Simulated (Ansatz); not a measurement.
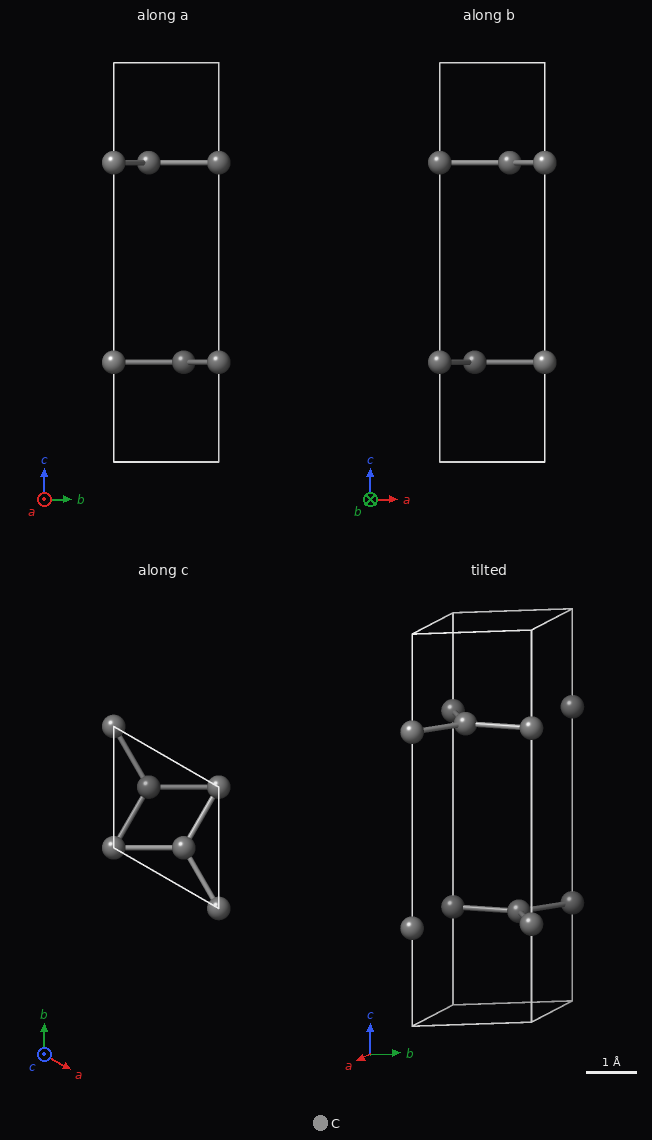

The image is a ball-and-stick drawing of a crystal, viewed along the a axis, along the b axis, along the c axis and slightly off an axis. Lines trace the edges of the conventional unit cell.

Lattice parameters: a = 2.4494 Å, b = 2.4494 Å, c = 8.0577 Å, α = 90.000°, β = 90.000°, γ = 120.000°.

> Express the structure as a CIF with its space group and independent sites.

```cif
data_structure
_symmetry_space_group_name_H-M 'P 63/m m c'
_symmetry_Int_Tables_number 194
_cell_length_a 2.4494
_cell_length_b 2.4494
_cell_length_c 8.0577
_cell_angle_alpha 90.000
_cell_angle_beta 90.000
_cell_angle_gamma 120.000
_cell_volume 41.87
loop_
_atom_site_label
_atom_site_type_symbol
_atom_site_symmetry_multiplicity
_atom_site_Wyckoff_symbol
_atom_site_fract_x
_atom_site_fract_y
_atom_site_fract_z
_atom_site_occupancy
C1 C 2 b 0.0000 0.0000 0.2500 1
C2 C 2 c 0.3333 0.6667 0.2500 1
```

The structure comes from a structure type known for this element. It was relaxed at fixed volume with DFT HSE06, scalar-relativistic, plane waves, PAW (Ansatz 0.2.0).
